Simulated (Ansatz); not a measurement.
A series of calculations on SnH$_{3}$OCl

Part 1: Relaxation

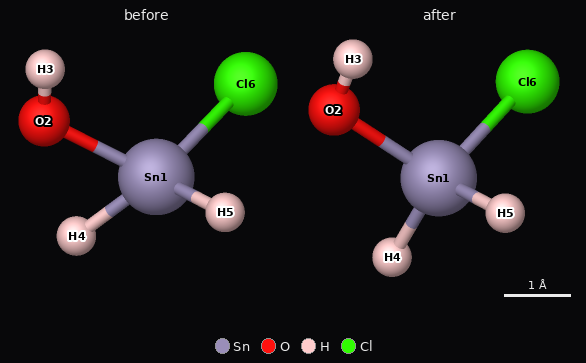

The structure of SnH₃OCl before (left) and after (right) a relaxation, at one scale.

A ball-and-stick model, seen at a tilt.

The run prepares an end point of a later path (reaction) calculation, from a guessed geometry.

Method: Ansatz 0.2.0, RKS BLYP/def2-SVP.

The input:
```yaml
crystal:
  periodic: [false, false, false]
  atoms:
    - { symbol: Sn, position_ang: [0.245112, 0.039403, -0.046002] }
    - { symbol: O, position_ang: [0.878994, -0.129212, 1.814884] }
    - { symbol: H, position_ang: [0.221938, -0.162392, 2.542202] }
    - { symbol: H, position_ang: [1.958432, -0.058089, -0.165313] }
    - { symbol: H, position_ang: [-0.777002, 1.383793, -0.431384] }
    - { symbol: Cl, position_ang: [-0.953375, -1.901703, -0.786987] }
basis:
  gaussian: { orbitals: def2-SVP }
hamiltonian:
  xc: blyp
relax:
  f_tol: 0.03
  max_steps: 50
```

Run as
```bash
ansatz run input.yaml --threads 1 --pin off --max-ram 2048MiB --backend cpu --events-out ev --progress --plain --runs-dir out
```

**Summarise the run.**

The largest move after the best rigid fit is that of H4, 0.52 Å. Largest moves by element: H 0.52 Å, O 0.22 Å, Cl 0.17 Å, Sn 0.16 Å. Some distances before and after: Sn1–O2 1.973 → 2.014 Å. Among the angles between lasting bonds that change: O2–Sn1–H4 75.0° → 103.3°, H4–Sn1–H5 128.0° → 117.9°, Sn1–O2–H3 119.1° → 110.9°. After 5 accepted moves (6 points after the start) the energy has fallen by 44.9 kJ/mol. Largest force component: 1.6 eV/Å at the start, 0.0067 eV/Å at the end. The line search rejected the trial step at point 5 of the run. The run took 17 s on 1 thread of Arm Neoverse V2, with other jobs on the host, peak memory 0.13 GiB.

Part 2: Relaxation

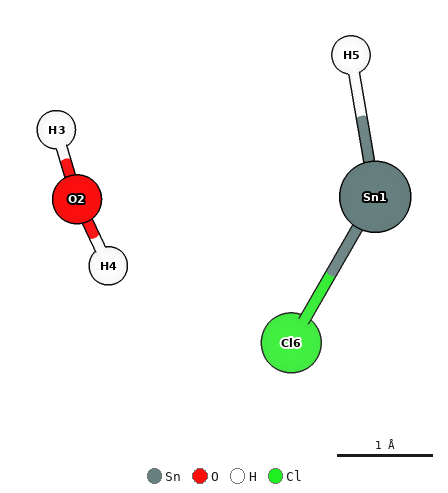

Starting structure of SnH3OCl. Style: ball-and-stick. Shown at a tilt.

The run prepares an end point of a later path (reaction) calculation, from a guessed geometry.

The calculation used RKS BLYP/def2-SVP (Ansatz 0.2.0).

Input file:
```yaml
crystal:
  periodic: [false, false, false]
  atoms:
    - { symbol: Sn, position_ang: [0.004401, 0.432917, -1.242428] }
    - { symbol: O, position_ang: [1.46166, -0.009919, 1.505494] }
    - { symbol: H, position_ang: [0.769608, 0.290046, 2.132481] }
    - { symbol: H, position_ang: [1.07395, -0.866705, 1.173228] }
    - { symbol: H, position_ang: [-1.292917, 1.187895, -0.20539] }
    - { symbol: Cl, position_ang: [-0.4426, -1.862435, -0.435984] }
basis:
  gaussian: { orbitals: def2-SVP }
hamiltonian:
  xc: blyp
relax:
  f_tol: 0.03
  max_steps: 50
```

Launched with:
```bash
ansatz run input.yaml --threads 1 --pin off --max-ram 2048MiB --backend cpu --events-out ev --progress --plain --runs-dir out
```

Q: Where does the relaxation end?

A: The energy falls by 27.1 kJ/mol in 6 geometry steps. The largest force component goes from 0.59 to 0.012 eV/Å. The atom that moves furthest after the best rigid fit is O2 (0.35 Å). Largest moves by element: O 0.35 Å, Sn 0.34 Å, H 0.28 Å, Cl 0.12 Å. Near-neighbour distances that change, for instance: Sn1–O2 3.142 → 2.469 Å, Sn1–H4 2.944 → 2.630 Å, Sn1–Cl6 2.474 → 2.524 Å, Sn1–H5 1.824 → 1.831 Å. New bonds form, among them: Sn1–O2 (3.14 → 2.47 Å).

The structure at the end:

```xyz
6

Sn    0.2030    0.4417   -0.9688
O     1.2674    0.0289    1.2203
H     0.6803    0.4220    1.9007
H     0.9518   -0.9141    1.1571
H    -1.1554    1.1461    0.0360
Cl   -0.3729   -1.9528   -0.4179
```

The end point in the same view:

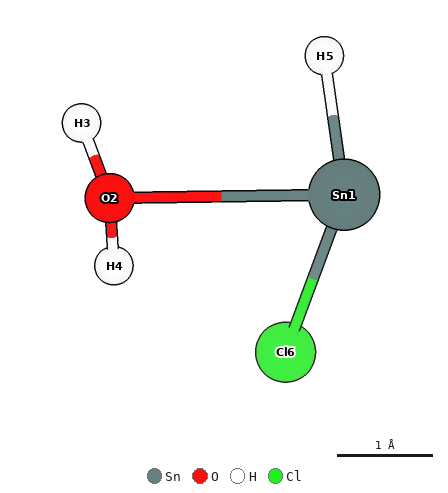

Limits of the set-up: the start holds two separate molecules, 2.4 Å apart at their closest, whose relative position is a soft coordinate and is computed without a dispersion correction.

Part 3: Path

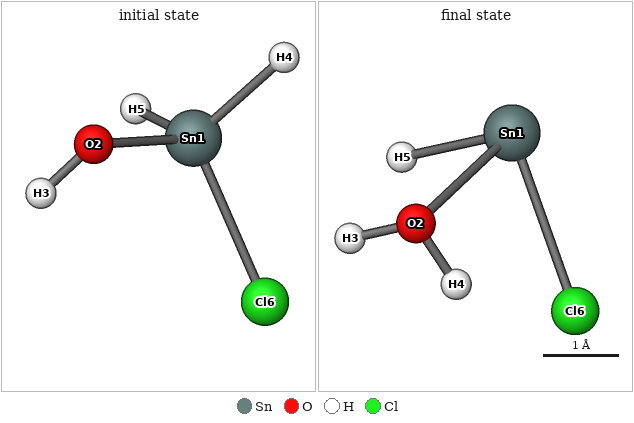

The two relaxed end points of a path for SnH$_{3}$OCl. The picture is a ball-and-stick view, seen at a tilt.

The calculation used RKS BLYP/def2-SVP in Ansatz 0.2.0.

Set-up: 7 movable images; climbing image; force threshold 0.05 eV/Å; iteration limit 60.

Start:
```xyz
6

Sn    0.3854    0.0264    0.0352
O     0.7741   -0.1237    2.0056
H    -0.0554   -0.1940    2.5211
H     1.9516   -0.0150   -0.6837
H    -0.6300    1.3917   -0.3062
Cl   -0.8516   -1.9136   -0.6447
```

End:
```xyz
6

Sn    0.4205    0.7570   -0.7910
O     1.1464   -0.1734    1.3777
H     0.4635    0.0749    2.0366
H     0.8452   -1.0671    1.0559
H    -1.0740    1.2604    0.1387
Cl   -0.2275   -1.6801   -0.8904
```

Question: Predict the minimum-energy path and its barrier.

Answer: Forward barrier 1.56 eV, backward barrier 2.20 eV, with image 3 at the top; the reaction energy is −0.64 eV. A hydrogen atom shifts from one atom to another. Breaking: Sn1–H4 (1.72 → 1.78 at the top → 2.63 Å). Forming: O2–H4 (2.94 → 1.66 at the top → 1.00 Å). The band is converged. At the top, the vibrational analysis gives one imaginary mode (1016i cm⁻¹), as a transition state must have.

Energies of the converged images:

| image | path (Å) | E (eV) |
| --- | --- | --- |
| 0 | 0.00 | 0.000 |
| 1 | 0.82 | 0.018 |
| 2 | 1.64 | 0.321 |
| 3 | 2.46 | 1.563 |
| 4 | 3.18 | -0.198 |
| 5 | 3.90 | -0.563 |
| 6 | 4.62 | -0.583 |
| 7 | 5.34 | -0.586 |
| 8 | 6.06 | -0.640 |

The geometry at the top of the path:

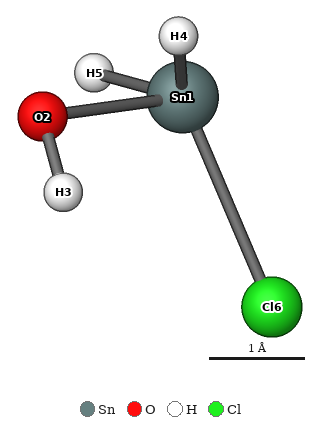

The run took 3.2 min on 1 thread of Arm Neoverse V2 (shared host), peak memory 0.12 GiB.
